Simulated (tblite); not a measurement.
# C5H12OSi: the cost of one run

Programs: tblite 0.8.0 and PySCF 2.14.0, with density-fitted response routines of our own. Each step states its level of theory. These are calculated values for one molecule in the gas phase, unless marked as measured. Atoms are numbered from 0 throughout.

## Step 1: The molecule as given

19 atoms, charge 0, multiplicity 1; geometry from: force field or distance geometry start.

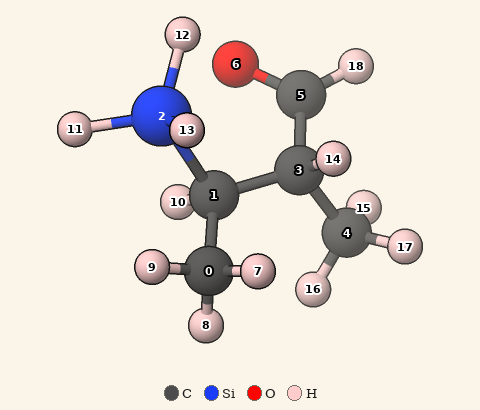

The starting geometry (carbon dark grey, silicon blue, oxygen red, hydrogen pink), atoms numbered.

## Step 2: Optimising the geometry with GFN2-xTB

The job: settings as JSON, then the geometry in Å.

```
{"job": {"kind": "relax", "xc": "GFN2-xTB", "basis": "xTB"}, "charge": 0, "multiplicity": 1}
C      1.148800     1.306900     0.583400
C      0.459800     0.320900    -0.333700
Si     1.784900    -1.006400    -0.637700
C     -0.772700    -0.289600     0.268900
C     -1.833600     0.714300     0.627800
C     -1.406700    -1.262200    -0.668300
O     -0.868000    -1.435300    -1.774300
H      1.085200     0.954800     1.623200
H      0.765800     2.331000     0.427000
H      2.224900     1.294700     0.323600
H      0.250200     0.785600    -1.307700
H      2.717700    -0.463400    -1.617000
H      1.218200    -2.253100    -1.111000
H      2.460000    -1.224900     0.647400
H     -0.523600    -0.828000     1.212900
H     -2.736600     0.519600     0.023200
H     -1.531200     1.765100     0.449100
H     -2.152100     0.597400     1.697200
H     -2.300800    -1.818100    -0.441100
```

The run is started by

```
$ OMP_NUM_THREADS=1 python probes_run.py task.json out
```

This one command runs all jobs of the session in turn.

**Question.** How long does this first job take on 1 thread of Arm Neoverse N1, shared host, and how much memory does it need?

About 1.4 s, with a peak of 0.18 GiB.
